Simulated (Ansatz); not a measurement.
**AlH3F− (SMILES [H][Al-]([H])([H])[F]) at 6 levels**

Aim: a comparison of 6 runs (B2PLYP/STO-3G, BHLYP/STO-3G, UPBE/STO-3G, revPBE/STO-3G, CCSD/STO-3G, FCI/STO-3G) of AlH3F−. 

Program for the calculation: Ansatz 0.2.0.

1 further run of the same task is left out (it didn't finish).

### 1 The system as given

AlH3F−: 5 atoms, total charge -1, spin state singlet. As SMILES, `[H][Al-]([H])([H])[F]`. The H3–Al1 distance was set to 3.228 Å, away from the relaxed value. At this shape a bond of the SMILES string is far longer than usual.

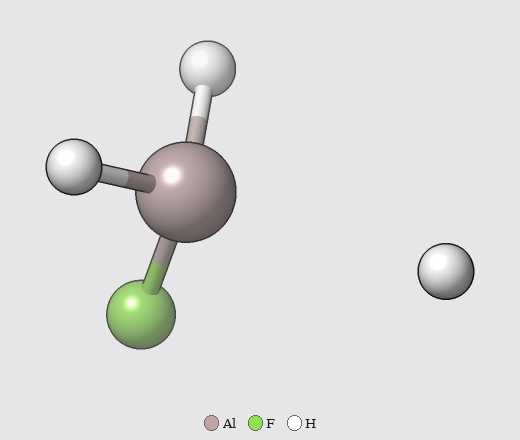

The structure, seen from a chosen angle (aluminium light grey, fluorine green, hydrogen white).

### 2 A single-point energy at B2PLYP/STO-3G (run 1)

job.yaml

```yaml
basis:
  gaussian: {orbitals: STO-3G}
crystal:
  periodic: [false, false, false]
  atoms:
    - {symbol: Al, position_ang: [-1.531003, -0.011070, 0.475234]}
    - {symbol: F, position_ang: [-1.518993, -0.030630, 2.170714]}
    - {symbol: H, position_ang: [1.529880, 0.011490, -0.550320]}
    - {symbol: H, position_ang: [-2.304993, 1.321340, -0.007056]}
    - {symbol: H, position_ang: [-2.296623, -1.336250, -0.037466]}
total_charge: -1
hamiltonian: {xc: {name: B2PLYP}}
correlation: {frozen_orbitals: {Al: 5, F: 1, H: 0}}
accuracy: high
```

On the command line:

```
$ ansatz run job.yaml --threads 1 --pin off --max-ram 2610MiB --events-out events.jsonl --progress --plain --runs-dir runs
```

Output:

```text
Warning: RAYON_NUM_THREADS=1 ignored (pool sized by the plan → 1); use --threads N
Functional definition: B2PLYP
  name "B2PLYP"
  parameter a = 0.53
  parameter c = 0.27
  exchange = (1 - a)*b88_x + a*exact_x
  correlation = (1 - c)*lyp_c + c*(mp2_os + mp2_ss)
288 factors; integrals over basis functions are off by at most 1.6e-8 eV
mean field evaluation 1: about -9224.2587 eV, gradient 1.9e1 eV
mean field evaluation 2: about -9224.2509 eV, gradient 1.9e1 eV
mean field evaluation 4: about -9226.3794 eV, gradient 7.0e0 eV
mean field evaluation 8: about -9227.2594 eV, gradient 4.2e-1 eV
mean field evaluation 16: about -9227.2559 eV, gradient 1.4e-6 eV
mean field -9227.25587234 eV, -339.0953988499 hartree, gradient 2.5e-8 eV, S^2 0.000000; 0 other end points of the search recorded, 0 dependent functions left out; unrestricted orbitals would lower it
6 core orbitals not correlated: weight in the atoms' cores, before any rotation towards them, 1.000 or more for the frozen orbitals, at most 0.000 for the correlated occupied ones
reference -9227.25589098 eV, -339.0953995347 hartree; 7, 7 occupied and 4, 4 virtual orbitals, 288 factors
second order -3.30815890 eV of doubles, -0.00000000 eV of singles
Total energy: -9228.14909388 eV, -339.1282241359 hartree
```

Wall time 1.1 s (1 thread of Arm Neoverse V2, shared host); peak memory 0.095 GiB.

### 3 A single-point energy at BHLYP/STO-3G (run 2)

molecule.yaml

```yaml
crystal:
  periodic: [false, false, false]
  atoms:
    - {symbol: Al, position_ang: [-1.531003, -0.011070, 0.475234]}
    - {symbol: F, position_ang: [-1.518993, -0.030630, 2.170714]}
    - {symbol: H, position_ang: [1.529880, 0.011490, -0.550320]}
    - {symbol: H, position_ang: [-2.304993, 1.321340, -0.007056]}
    - {symbol: H, position_ang: [-2.296623, -1.336250, -0.037466]}
basis:
  gaussian:
    orbitals: STO-3G
total_charge: -1
hamiltonian:
  xc: {name: BHLYP}
accuracy: high
```

On the command line:

```
$ ansatz run molecule.yaml --threads 1 --pin off --max-ram 2610MiB --events-out events.jsonl --progress --plain --runs-dir runs
```

Output:

```text
Warning: RAYON_NUM_THREADS=1 ignored (pool sized by the plan → 1); use --threads N
Functional definition: BHLYP
  name "BHLYP"
  parameter a = 0.5
[... 1 set-up line as earlier in the session ...]
  correlation = lyp_c
288 factors; integrals over basis functions are off by at most 1.6e-8 eV
mean field evaluation 1: about -9231.0471 eV, gradient 1.9e1 eV
mean field evaluation 2: about -9216.0258 eV, gradient 3.1e1 eV
mean field evaluation 4: about -9234.1090 eV, gradient 2.9e0 eV
mean field evaluation 8: about -9234.2052 eV, gradient 2.8e-1 eV
mean field evaluation 16: about -9234.1887 eV, gradient 6.5e-7 eV
mean field -9234.18870741 eV, -339.3501758393 hartree, gradient 6.5e-9 eV, S^2 0.000000; 0 other end points of the search recorded, 0 dependent functions left out
reference -9234.18872725 eV, -339.3501765685 hartree; 13, 13 occupied and 4, 4 virtual orbitals, 288 factors
Total energy: -9234.18872725 eV, -339.3501765685 hartree
```

Wall time 0.77 s (1 thread of Arm Neoverse V2, shared host); peak memory 0.091 GiB.

Runs 3 to 4 aren't shown in full; the table further down has their settings and results.

### 4 The energy at CCSD/STO-3G (run 5)

input.yaml

```yaml
crystal:
  periodic: [false, false, false]
  atoms:
    - symbol: Al
      position_ang: [-1.531003, -0.011070, 0.475234]
    - symbol: F
      position_ang: [-1.518993, -0.030630, 2.170714]
    - symbol: H
      position_ang: [1.529880, 0.011490, -0.550320]
    - symbol: H
      position_ang: [-2.304993, 1.321340, -0.007056]
    - symbol: H
      position_ang: [-2.296623, -1.336250, -0.037466]
basis:
  gaussian:
    orbitals: STO-3G
scf:
  omitted_lower_state_checks: [cluster_reference, increment]
correlation:
  method: ccsd
  frozen_orbitals: {Al: 5, F: 1, H: 0}
total_charge: -1
accuracy: high
```

On the command line:

```
$ ansatz run input.yaml --threads 1 --pin off --max-ram 2610MiB --events-out events.jsonl --progress --plain --runs-dir runs
```

Output:

```text
Warning: RAYON_NUM_THREADS=1 ignored (pool sized by the plan → 1); use --threads N
[... 11 lines left out ...]
6 core orbitals not correlated: weight in the atoms' cores, before any rotation towards them, 1.000 or more for the frozen orbitals, at most 0.000 for the correlated occupied ones
[... 28 lines left out ...]
WARN: these amplitudes may be one of several solutions (largest doubles amplitude 0.42, level shift 0.68 eV)
Total energy: -9211.50796692 eV, -338.5166740001 hartree
Checks for a lower state left out: cluster_reference, increment
```

Run time: 0.13 s. Hardware: 1 thread of Arm Neoverse V2, shared host.

### 5 The energy at FCI/STO-3G (run 6)

run.yaml

```yaml
crystal:
  periodic: [false, false, false]
  atoms:
    - {symbol: Al, position_ang: [-1.531003, -0.011070, 0.475234]}
    - {symbol: F, position_ang: [-1.518993, -0.030630, 2.170714]}
    - {symbol: H, position_ang: [1.529880, 0.011490, -0.550320]}
    - {symbol: H, position_ang: [-2.304993, 1.321340, -0.007056]}
    - {symbol: H, position_ang: [-2.296623, -1.336250, -0.037466]}
basis:
  gaussian: {orbitals: STO-3G}
total_charge: -1
correlation: {method: fci, frozen_orbitals: {Al: 5, F: 1, H: 0}}
accuracy: high
```

On the command line:

```
$ ansatz run run.yaml --threads 1 --pin off --max-ram 2610MiB --events-out events.jsonl --progress --plain --runs-dir runs
```

Output:

```text
Warning: RAYON_NUM_THREADS=1 ignored (pool sized by the plan → 1); use --threads N
Functional definition: HF
  name "HF"
  exchange = exact_x
  correlation = 0
288 factors; integrals over basis functions are off by at most 1.6e-8 eV
mean field evaluation 1: about -9207.1180 eV, gradient 1.6e1 eV
mean field evaluation 2: about -9207.1305 eV, gradient 1.6e1 eV
mean field evaluation 4: about -9208.9561 eV, gradient 8.8e-1 eV
mean field evaluation 8: about -9208.9593 eV, gradient 3.4e-5 eV
mean field -9208.95929758 eV, -338.4230121293 hartree, gradient 2.1e-8 eV, S^2 0.000000; 0 other end points of the search recorded, 0 dependent functions left out; unrestricted orbitals would lower it
mean field evaluation 16: about -9209.6460 eV, gradient 1.4e0 eV
6 core orbitals not correlated: weight in the atoms' cores, before any rotation towards them, 1.000 or more for the frozen orbitals, at most 0.000 for the correlated occupied ones
reference -9208.95929758 eV, -338.4230121293 hartree; 7, 7 occupied and 4, 4 virtual orbitals, 288 factors
state -9211.60688083 eV, -338.5203090190 hartree
Total energy: -9211.60688083 eV, -338.5203090190 hartree
```

Run time: 0.42 s. Hardware: 1 thread of Arm Neoverse V2, shared host.

### 6 Overview of the runs

```tsv
run	level	frozen core orbitals	energy (Eh)	wall time
1	B2PLYP/STO-3G	6	-339.128224	1.1 s
2	BHLYP/STO-3G	–	-339.350177	0.77 s
3	UPBE/STO-3G	–	-339.155298	2.5 s
4	revPBE/STO-3G	–	-339.332164	0.89 s
5	CCSD/STO-3G	6	-338.516674	0.13 s
6	FCI/STO-3G	6	-338.520309	0.42 s
```

### 7 Outcome

| quantity | value |
| --- | --- |
| run 6: total energy | -338.52031 Eh |
| run 6: correlation energy (6 core orbitals frozen) | -97.3 mEh |

Against full CI in this basis: CCSD +3.6 mEh. Totals of different functionals can't be ranked against each other. In run 5 the T1 diagnostic is large, so a single reference may not serve. In runs 1, 5 the log says that unrestricted orbitals would lower the reference, so the values rest on an unstable closed-shell determinant (other closed-shell runs at this shape may share the fault). In runs 1, 2, 3, 4, 5, 6 the basis is minimal, so the values are rough. Spin contamination of the reference: run 3 ⟨S²⟩ = 0.23. All runs together took 5.8 s, the longest 2.5 s.
